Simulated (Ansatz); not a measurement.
**Run report: CH$_{12}$Si$_{4}$, geometry relaxation (part 1 of 2)**

System: CH$_{12}$Si$_{4}$, SMILES [SiH3]C[SiH]([SiH3])[SiH3].
Method: RKS PBE0-D4/STO-3G (Ansatz 0.2.0).

It belongs to a series of runs on one base structure; here: end point B relaxed. Figures and captions count atoms from 1; the log counts them from 0 in places.

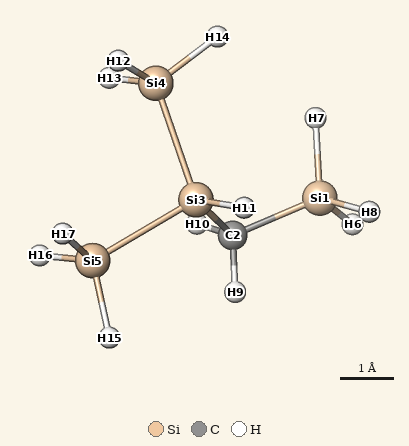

The input geometry (ball-and-stick view, seen at a tilt; atoms are numbered from 1 in the order of the input). Bond lengths as drawn: C–H 1.07 to 1.11 Å, C–Si 1.81 to 1.82 Å, H–Si 1.44 to 1.55 Å and Si–Si 2.33 Å.

**Input file**
```yaml
crystal:
  periodic: [false, false, false]
  atoms:
    - { symbol: Si, position_ang: [-1.6993, 0.0445, -1.9415] }
    - { symbol: C, position_ang: [-1.1849, -0.6923, -0.3756] }
    - { symbol: Si, position_ang: [0.5607, -0.2465, -0.1091] }
    - { symbol: Si, position_ang: [0.9415, 1.9453, 0.5882] }
    - { symbol: Si, position_ang: [1.3851, -1.47, 1.688] }
    - { symbol: H, position_ang: [-3.1646, -0.2596, -2.2006] }
    - { symbol: H, position_ang: [-1.6422, 1.5707, -1.8628] }
    - { symbol: H, position_ang: [-0.9046, -0.3636, -3.1151] }
    - { symbol: H, position_ang: [-1.2918, -1.7594, -0.4037] }
    - { symbol: H, position_ang: [-1.804, -0.357, 0.4848] }
    - { symbol: H, position_ang: [1.4162, -0.5542, -1.2739] }
    - { symbol: H, position_ang: [2.3044, 2.1984, 0.9706] }
    - { symbol: H, position_ang: [-0.0461, 2.2231, 1.7555] }
    - { symbol: H, position_ang: [0.45, 2.8738, -0.4827] }
    - { symbol: H, position_ang: [1.29668, -2.93819, 1.37652] }
    - { symbol: H, position_ang: [0.57428, -1.22024, 2.93285] }
    - { symbol: H, position_ang: [2.77668, -1.14185, 1.91443] }
basis:
  gaussian: { orbitals: STO-3G }
hamiltonian:
  xc: pbe0
  dispersion: d4
relax:
  f_tol: 0.015
  max_steps: 40
```

Hardware: 1 thread of an Arm (aarch64) CPU, shared host.

Run as:
```bash
ansatz run input.yaml --threads 1 --pin off --max-ram 2048MiB --backend cpu --events-out ev --progress --plain --runs-dir out
```

**The program's output**
```
The last accepted step is kept in [file] (removed where the run ends without a failure and the disk answers)
Engine: ansatz 0.2.0, aarch64-unknown-linux-gnu
Functional definition: PBE0
  parameter a = 0.25
  parameter kappa = 0.804
  parameter beta = 0.06672455060314922
  exchange = (1 - a)*pbe_x(kappa = kappa, mu = beta*pi^2/3) + a*exact_x
  correlation = pbe_c(beta = beta)
701 factors; integrals over basis functions are off by at most 1.4e-5 eV
mean field evaluation 1: about -32349.4976 eV, gradient 2.3e1 eV
mean field evaluation 2: about -32350.4935 eV, gradient 1.5e1 eV
mean field evaluation 4: about -32351.3231 eV, gradient 4.6e-1 eV
mean field evaluation 8: about -32351.2609 eV, gradient 1.1e-3 eV
mean field -32351.26091230 eV, -1188.8869100547 hartree, gradient 3.2e-5 eV, S^2 0.000000; 0 other end points of the search recorded, 0 dependent functions left out
the calculation of the forces begins
reference -32351.26093409 eV, -1188.8869108555 hartree; 37, 37 occupied and 16, 16 virtual orbitals, 701 factors
relax step   1: F+E_penalty+E_count = -32351.68288529 eV  Δ(F+E_penalty+E_count) = +0.000e0 eV  max|allowed force component| = 3.293e0 eV/Å  Δτ_max = 0.0000 Å  (20 SCF iters, accepted)
these checks for a lower state are left out or cut short: starts, cluster_reference, orbital_swaps, neighbouring_geometries, increment
701 factors; integrals over basis functions are off by at most 2.0e-5 eV
mean field evaluation 16: about -32352.0186 eV, gradient 1.3e-4 eV
mean field -32352.01861209 eV, -1188.9147550085 hartree, gradient 5.8e-6 eV, S^2 0.000000; 0 other end points of the search recorded, 0 dependent functions left out
[... from here on the field's lines of each further geometry are left out, up to the last ...]
relax step   2: F+E_penalty+E_count = -32352.43960391 eV  Δ(F+E_penalty+E_count) = -7.567e-1 eV  max|allowed force component| = 1.245e0 eV/Å  Δτ_max = 0.1914 Å  (22 SCF iters, accepted)
relax step   3: F+E_penalty+E_count = -32352.59640700 eV  Δ(F+E_penalty+E_count) = -1.568e-1 eV  max|allowed force component| = 2.042e-1 eV/Å  Δτ_max = 0.1031 Å  (20 SCF iters, accepted)
relax step   4: F+E_penalty+E_count = -32352.60411683 eV  Δ(F+E_penalty+E_count) = -7.710e-3 eV  max|allowed force component| = 2.005e-1 eV/Å  Δτ_max = 0.1156 Å  (19 SCF iters, accepted)
relax step   5: F+E_penalty+E_count = -32352.61028071 eV  Δ(F+E_penalty+E_count) = -6.164e-3 eV  max|allowed force component| = 1.804e-2 eV/Å  Δτ_max = 0.0669 Å  (19 SCF iters, accepted)
relax step   6: F+E_penalty+E_count = -32352.61093995 eV  Δ(F+E_penalty+E_count) = -6.592e-4 eV  max|allowed force component| = 9.296e-3 eV/Å  Δτ_max = 0.0373 Å  (21 SCF iters, accepted)
relax step   7: F+E_penalty+E_count = -32352.61118869 eV  Δ(F+E_penalty+E_count) = -2.487e-4 eV  max|allowed force component| = 1.181e-2 eV/Å  Δτ_max = 0.0302 Å  (20 SCF iters, accepted)
relax step   8: F+E_penalty+E_count = -32352.61134682 eV  Δ(F+E_penalty+E_count) = -1.581e-4 eV  max|allowed force component| = 1.435e-2 eV/Å  Δτ_max = 0.0251 Å  (20 SCF iters, accepted)
relax step   9: F+E_penalty+E_count = -32352.61152563 eV  Δ(F+E_penalty+E_count) = -1.788e-4 eV  max|allowed force component| = 3.384e-2 eV/Å  Δτ_max = 0.0425 Å  (19 SCF iters, accepted)
relax step  10: F+E_penalty+E_count = -32352.61162810 eV  Δ(F+E_penalty+E_count) = -1.025e-4 eV  max|allowed force component| = 4.223e-2 eV/Å  Δτ_max = 0.0263 Å  (20 SCF iters, accepted)
relax step  11: F+E_penalty+E_count = -32352.61183435 eV  Δ(F+E_penalty+E_count) = -2.062e-4 eV  max|allowed force component| = 2.553e-2 eV/Å  Δτ_max = 0.0080 Å  (17 SCF iters, accepted)
the calculation of the forces begins
reference -32352.19190803 eV, -1188.9211235167 hartree; 37, 37 occupied and 16, 16 virtual orbitals, 701 factors
relax step  12: F+E_penalty+E_count = -32352.61197710 eV  Δ(F+E_penalty+E_count) = -1.428e-4 eV  max|allowed force component| = 4.110e-3 eV/Å  Δτ_max = 0.0103 Å  (17 SCF iters, accepted)
```

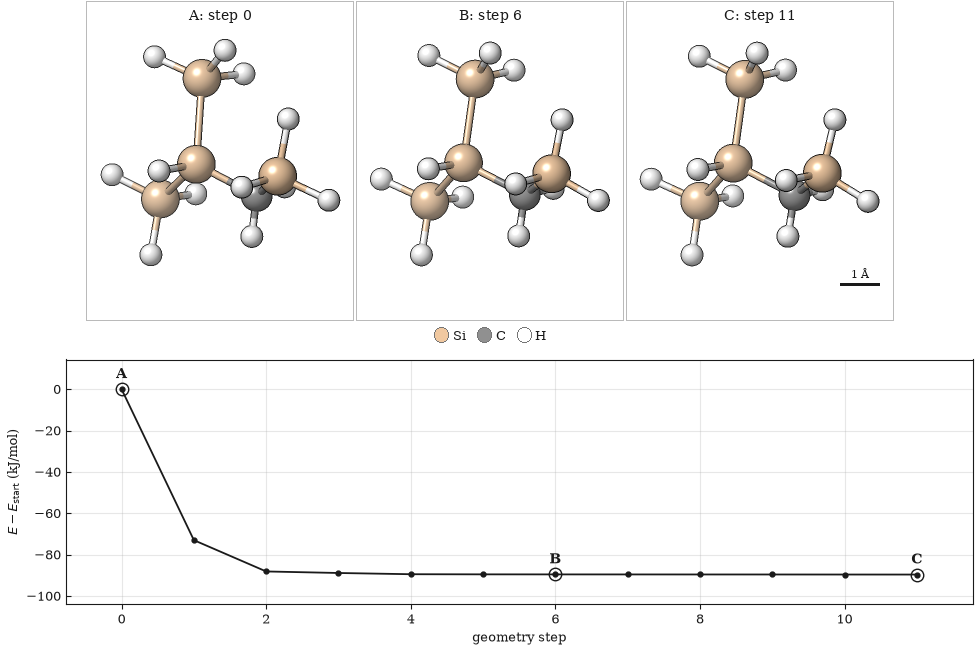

Frames of the relaxation (ball-and-stick view, seen at a tilt) above the curves, on which the letters mark them (the first geometry is step 0 here and step 1 in the log).

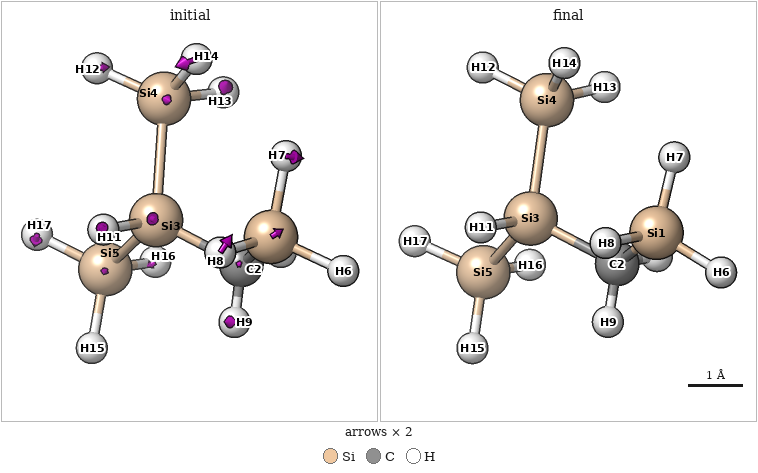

Before (left) and after (right) the relaxation, at one scale (ball-and-stick view, seen at a tilt). The pink arrows give the displacements, magnified 2 times. The atom that moves furthest after the best rigid fit is H14 (0.27 Å). By element the largest moves are H 0.27 Å, Si 0.17 Å, C 0.06 Å. Among the contacts that change: Si4–H13 1.554 → 1.444 Å, Si1–H7 1.529 → 1.443 Å, Si3–Si4 2.331 → 2.247 Å, Si1–H6 1.519 → 1.444 Å. Among the angles that change: Si4–Si3–Si5 101.9° → 111.7°, Si1–C2–Si3 107.5° → 115.0°, C2–Si3–H11 112.9° → 107.4°. After 11 geometry steps the energy has fallen by 89.6 kJ/mol. Largest force component: 3.3 eV/Å at the start, 0.0041 eV/Å at the end. (Atoms are counted from 1 in the order of the input.)

```
701 factors; integrals over basis functions are off by at most 1.4e-5 eV
mean field -32352.19188649 eV, -1188.9211227251 hartree, gradient 8.2e-6 eV, S^2 0.000000; 1 other end points of the search recorded, 0 dependent functions left out
the calculation of the forces begins
reference -32352.19190803 eV, -1188.9211235167 hartree; 37, 37 occupied and 16, 16 virtual orbitals, 701 factors
Total energy: -32352.61199864 eV, -1188.9365615621 hartree
Atom 0 at    -1.799040     0.146301    -1.924450 Å, force    -0.001041     0.000011     0.000801 eV/Å
Atom 1 at    -1.124203    -0.685553    -0.392147 Å, force    -0.000658    -0.004110     0.000962 eV/Å
Atom 2 at     0.655060    -0.244949     0.033433 Å, force    -0.000114    -0.002248     0.000936 eV/Å
Atom 3 at     0.859650     1.942104     0.507102 Å, force    -0.000871     0.001669     0.000044 eV/Å
Atom 4 at     1.391826    -1.533223     1.720534 Å, force    -0.000682    -0.000077    -0.000755 eV/Å
Atom 5 at    -3.148025    -0.292952    -2.192865 Å, force    -0.000005     0.001130     0.000181 eV/Å
Atom 6 at    -1.810159     1.578900    -1.751352 Å, force     0.000301     0.000101     0.000848 eV/Å
Atom 7 at    -0.976575    -0.168559    -3.067585 Å, force    -0.000314     0.000989    -0.000879 eV/Å
Atom 8 at    -1.195133    -1.770297    -0.524874 Å, force     0.001697     0.002689    -0.000958 eV/Å
Atom 9 at    -1.770545    -0.442221     0.457379 Å, force     0.000844     0.000118    -0.000605 eV/Å
Atom 10 at     1.461852    -0.529878    -1.133775 Å, force     0.000773    -0.000553     0.000146 eV/Å
Atom 11 at     2.185077     2.239131     0.995875 Å, force     0.000223     0.000124     0.000012 eV/Å
Atom 12 at    -0.079326     2.344203     1.527107 Å, force    -0.000462    -0.000206    -0.001477 eV/Å
Atom 13 at     0.626551     2.767680    -0.653776 Å, force     0.000213    -0.000352    -0.000272 eV/Å
Atom 14 at     1.268503    -2.936381     1.403472 Å, force     0.000026     0.000292     0.000492 eV/Å
Atom 15 at     0.641558    -1.292390     2.930066 Å, force     0.000080     0.000406     0.000456 eV/Å
Atom 16 at     2.780969    -1.268999     2.011757 Å, force    -0.000011     0.000017     0.000067 eV/Å
Dipole moment:    -0.038135    -0.047551     0.005007 e Å
```

**Trajectory as extended XYZ (Å, eV, eV/Å), 12 frames, from step=1 to step=12**
```
17
Properties=species:S:1:pos:R:3:forces:R:3 step=1 energy=-32351.68288
Si   -1.6993    0.0445   -1.9415   -2.8117   2.3712  -2.2215
C    -1.1849   -0.6923   -0.3756   -0.6270   0.2447   1.2284
Si    0.5607   -0.2465   -0.1091    3.2428   0.5094   2.2929
Si    0.9415    1.9453    0.5882   -3.2927  -0.0882  -0.1363
Si    1.3851   -1.4700    1.6880   -1.2658  -0.6965  -0.4820
H    -3.1646   -0.2596   -2.2006    1.6497   0.2025   0.1115
H    -1.6422    1.5707   -1.8628    0.1270  -1.9193  -0.0317
H    -0.9046   -0.3636   -3.1151   -0.3190   0.0308   0.7901
H    -1.2918   -1.7594   -0.4037   -0.0171  -0.9074  -0.1078
H    -1.8040   -0.3570    0.4848    0.3697  -0.0122  -0.7489
H     1.4162   -0.5542   -1.2739   -0.6646   0.1419   0.4396
H     2.3044    2.1984    0.9706    0.0980   0.0941   0.0203
H    -0.0461    2.2231    1.7555    1.7480  -0.4122  -1.5175
H     0.4500    2.8738   -0.4827    0.8276  -0.5998   0.9037
H     1.2967   -2.9382    1.3765    0.1492   1.2935   0.4301
H     0.5743   -1.2202    2.9329    0.8968  -0.2057  -1.1458
H     2.7767   -1.1419    1.9144   -0.1107  -0.0467   0.1748
17
Properties=species:S:1:pos:R:3:forces:R:3 step=2 energy=-32352.43960
Si   -1.7884    0.1247   -1.9569    0.5173  -0.0806  -0.6366
C    -1.1365   -0.6288   -0.3991   -0.3965  -0.5252   0.7657
Si    0.6424   -0.2636    0.0508   -0.1968   0.4996  -1.2454
Si    0.7713    1.9407    0.5008    0.8207   0.0730   0.3938
Si    1.4178   -1.5638    1.6860    0.1739   0.0995   0.7278
H    -3.1529   -0.2472   -2.2493   -0.0376   0.1004   0.1797
H    -1.6353    1.5524   -1.8702   -0.2018   0.1483  -0.0662
H    -0.9724   -0.3411   -3.0583   -0.1030   0.0958   0.0172
H    -1.2629   -1.7124   -0.4445   -0.0854  -0.1409  -0.0968
H    -1.7736   -0.3034    0.4296   -0.0230  -0.0218   0.0555
H     1.4025   -0.5342   -1.1580    0.0574   0.0479   0.1775
H     2.1432    2.1718    0.8910    0.0138   0.1422  -0.0230
H     0.0112    2.2211    1.6923   -0.2292   0.1260  -0.0716
H     0.4845    2.9432   -0.5197   -0.1632  -0.5364   0.1334
H     1.3566   -2.9909    1.4681   -0.0828   0.0871  -0.2182
H     0.6691   -1.2851    2.8890   -0.0197  -0.0812   0.0184
H     2.7914   -1.2303    1.9945   -0.0440  -0.0335  -0.1113
```
